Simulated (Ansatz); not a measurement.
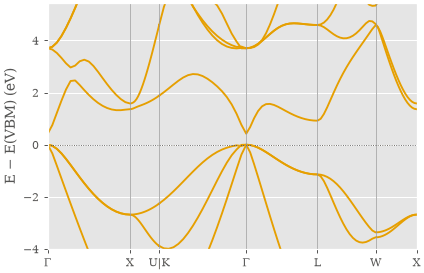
Figure: Band structure from PBEsol in the plane-wave PAW code Ansatz

**Question.** Read off the gap and where the band edges lie.

**Answer.** About 0.4 eV (0.42 eV by a search for the band edges); maximum at Γ, minimum at Γ.

The material is GaAs (zinc blende, F-43m).

The cell was relaxed with PBEsol under the symmetry of its start. Spin–orbit coupling is left out wherever it is not named.

Potentials: the later of the program's two PAW sets.
